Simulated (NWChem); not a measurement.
# doublet SiS+ at 6 levels

We compute a comparison of 6 runs (UHF/STO-3G, UHF/3-21G, UB3LYP/6-31G*, UB2PLYP/cc-pVTZ, UCR-CCSD(T)/cc-pVTZ, UMP3/cc-pVTZ) of doublet SiS+. 

The results are computed with NWChem 7.3.0.

9 further runs of the same task are left out: 7 that didn't finish, 2 set aside as unsound or not needed.

### Step 1. Starting point

SiS+: 2 atoms, total charge +1, spin state doublet. SMILES of the parent species: `[Si-]#[S+]`. The bond length is the one measured for the parent species. That shape belongs to the parent species and isn't relaxed for this state.

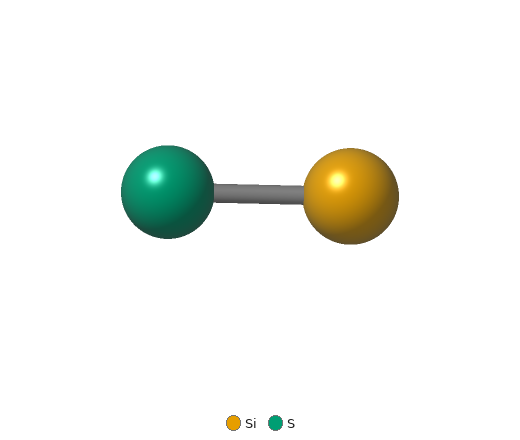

Viewed from a chosen angle; silicon amber, sulfur teal.

### Step 2. A single-point energy at UHF/STO-3G (run 1)

Input file job.nw:

```
start job
title "SSi hf"
memory total 2200 mb
charge 1

geometry units angstrom noautosym nocenter noautoz
  Si    0.000000    0.000000    0.000000
  S     0.000000    0.000000    1.929321
end

basis spherical bse
  Si library STO-3G
  S library STO-3G
end

scf
  nopen 1
  uhf
  thresh 1e-08
  maxiter 80
  noprint "final vectors analysis"
end

task scf energy
```

Started as:

```console
$ nwchem job.nw > job.out
```

The log of the run:

```text
[...]
  functions       =    18
[...]
  wavefunction    = UHF
[...]
         Total SCF energy =   -678.518211671078
      One electron energy =  -1058.420701713573
      Two electron energy =    318.463411850772
 Nuclear repulsion energy =     61.439078191723
                       Sz =      0.5000
                 Sz(Sz+1) =      0.7500
                      S^2 =      1.3687
[...]
```

Wall time 2.1 s (1 thread of Intel Xeon Platinum 8488C (Sapphire Rapids), shared host); peak memory 0.098 GiB.

### Step 3. A single-point energy at UHF/3-21G (run 2)

Input file job.nw:

```
start job
title "SSi"
memory stack 880 mb heap 220 mb global 1100 mb
charge 1

geometry units angstroms noautosym nocenter noautoz
   Si       0.000000       0.000000       0.000000
   S        0.000000       0.000000       1.929321
end

basis spherical bse
   * library 3-21G
end

scf
   doublet
   uhf
   thresh 1e-08
   maxiter 80
end

task scf
```

Started as:

```console
$ nwchem job.nw > job.out
```

The log of the run:

```text
[...]
  functions       =    26
[...]
  wavefunction    = UHF
[...]
         Total SCF energy =   -682.616516059029
      One electron energy =  -1059.923373037508
      Two electron energy =    315.867778786756
 Nuclear repulsion energy =     61.439078191723
                       Sz =      0.5000
                 Sz(Sz+1) =      0.7500
                      S^2 =      0.7801
[...]
```

Wall time 1.4 s (1 thread of Intel Xeon Platinum 8488C (Sapphire Rapids), shared host); peak memory 0.1 GiB.

### Step 4. A single-point energy at UB3LYP/6-31G(d) (Cartesian functions) (run 3)

Input file sp.xyz:

```xyz
2
SSi
Si     0.000000     0.000000     0.000000
S      0.000000     0.000000     1.929321
```

Input file sp.nw:

```
start sp
title "SSi"
memory 2200 mb
charge 1

geometry units angstrom noautosym nocenter noautoz
 load format xyz sp.xyz
end

basis cartesian
 Si library 6-31G*
 S library 6-31G*
end

dft
 xc b3lyp
 mult 2
 grid xfine
 convergence energy 1e-08
 maxiter 100
 mulliken
 print low
end

task dft energy
```

Started as:

```console
$ nwchem sp.nw > sp.out
```

The log of the run:

```text
[...]
 d= 0,ls=0.0,diis     1   -687.0772202147 -7.49D+02  4.89D-02  4.98D-01     0.7
[...]
 d= 0,ls=0.0,diis    13   -687.3096768225 -4.04D-09  5.04D-07  5.33D-11     7.1
[...]
         Total DFT energy =     -687.309676822526
      One electron energy =    -1064.454635274677
           Coulomb energy =      361.978243747066
    Exchange-Corr. energy =      -46.272363486637
 Nuclear repulsion energy =       61.439078191723
[...]
      Total Density - Mulliken Population Analysis
     ---------------------------------------------
    Atom       Charge   Shell Charges
 -----------   ------   -------------------------------------------------------
    1 Si  14    13.19   2.00  1.99  5.96  1.47  1.26  0.31  0.22 -0.02
    2 S   16    15.81   2.00  1.99  5.97  1.52  2.88  0.45  1.02 -0.02
[...]
      <S2> =      0.7560 (Exact =     0.7500)
[...]
```

Wall time 7.8 s (1 thread of Intel Xeon Platinum 8488C (Sapphire Rapids), shared host); peak memory 0.11 GiB.

Runs 4 to 5 aren't shown in full; the table further down has their settings and results.

### Step 5. The energy at UMP3/cc-pVTZ (run 6)

Input file ssi.nw:

```
start ssi
memory stack 880 mb heap 220 mb global 1100 mb
charge 1
geometry units au noautosym nocenter noautoz
Si  0.00000000  0.00000000  0.00000000
S   0.00000000  0.00000000  3.64588830
end
basis spherical bse
* library cc-pVTZ
end
scf
doublet
uhf
thresh 1e-08
maxiter 80
end
tce
scf
mbpt3
freeze core 10
maxiter 60
end
task tce energy
```

Started as:

```console
$ nwchem ssi.nw > ssi.out
```

The log of the run:

```text
[...]
  functions       =    68
[...]
  wavefunction    = UHF
[...]
         Total SCF energy =   -686.150291807054
      One electron energy =  -1064.423523645612
      Two electron energy =    316.834158129141
 Nuclear repulsion energy =     61.439073709417
                       Sz =      0.5000
                 Sz(Sz+1) =      0.7500
                      S^2 =      0.7896
[...]
         Wavefunction type : Unrestricted Hartree-Fock
          No. of electrons :    29
[...]
         Spin multiplicity : doublet
[...]
```

It took 2.3 min on 1 thread of Intel Xeon Platinum 8488C (Sapphire Rapids), shared host; peak memory 0.56 GiB.

### Step 6. Overview of the runs

```csv
run,level,Cartesian functions,iteration cap,energy (Eh),⟨S²⟩,wall time
1,UHF/STO-3G,no,80,-678.518212,1.369,2.1 s
2,UHF/3-21G,no,80,-682.616516,0.780,1.4 s
3,UB3LYP/6-31G* (Cartesian functions),yes,100,-687.309677,0.756,7.8 s
4,UB2PLYP/cc-pVTZ,no,100,-687.101428,0.765,56 s
5,UCR-CCSD(T)/cc-pVTZ,no,80,-686.419939,0.790,2 min
6,UMP3/cc-pVTZ,no,80,-686.402677,0.790,2.3 min
```

### Step 7. Summary of results

| quantity | value |
| --- | --- |
| run 6: total energy | -686.40268 Eh |
| run 6: HOMO energy (Hartree–Fock orbitals) (highest over α and β) | -17.51 eV |
| run 6: LUMO energy (Hartree–Fock orbitals) (lowest over α and β) | -8.84 eV |
| run 6: correlation energy (10 core orbitals frozen) | -252.4 mEh |
| run 6: ⟨S²⟩ of the reference determinant | 0.790 |

In words: Totals of different functionals can't be ranked against each other. In run 1 the basis is minimal, so the values are rough. Spin contamination of the reference: run 1 ⟨S²⟩ = 1.37. Where it is this large, the reference is a mixture of spin states, and values that rest on it are in doubt. All runs together took 5.4 min, the longest 2.3 min.
